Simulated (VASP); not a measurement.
Band structure of V (bcc). Method: vdW-DF2, VASP's PBE PAW potentials (set 64) (plane waves; VASP 6.6.1).

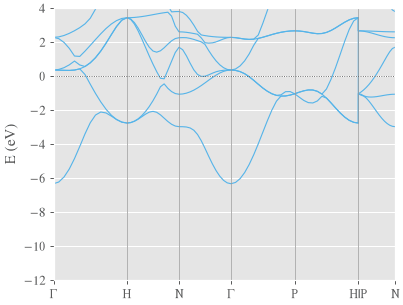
Bands along high-symmetry lines, zero at the valence-band maximum or, without a gap, the Fermi level

Task: Read the plot: is there a gap, and where are the band edges?

Result: It has no gap at this level: it comes out as a metal or semimetal. (Edges off the drawn lines would not show.)

The compound is V in the bcc structure. It was relaxed first. The run is not spin-polarised, so no magnetic state was tried.
